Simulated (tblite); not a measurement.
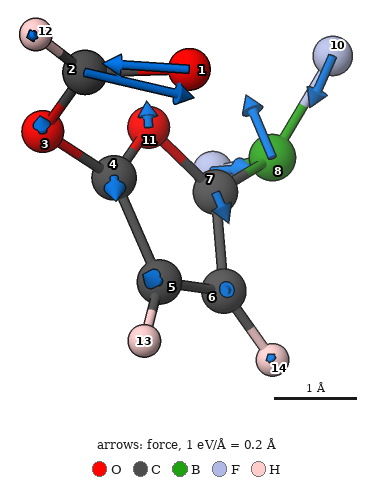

Starting geometry of C₅H₃BF₂O₃ with the computed forces as blue arrows. A ball-and-stick model, seen from a free direction.

The calculation used GFN2-xTB geometry optimisation, gas phase in tblite. 

> What follows when this structure is relaxed?

It isn't relaxed: the largest force vector, on a C atom, is 7.42 eV/Å. The final displacements have little in common with the starting forces (cosine between the two patterns 0.29). The atom that moves furthest after the best rigid fit is an F atom (1.33 Å). By element the largest moves are F 1.33 Å, O 1.08 Å, H 0.70 Å, C 0.39 Å, B 0.32 Å. Near-neighbour distances that change, for instance: B–F 1.458 → 1.314 Å, C–O 1.286 → 1.187 Å, C–O 1.404 → 1.348 Å, C–O 1.393 → 1.357 Å. Among the angles between lasting bonds that change: O–C–H 124.0° → 106.8°, O–C–O 113.5° → 127.3°, C–B–F 113.8° → 124.4°. Groups turn about C–O by about 60°. Over 126 geometry steps the energy falls by 48.9 kcal/mol.
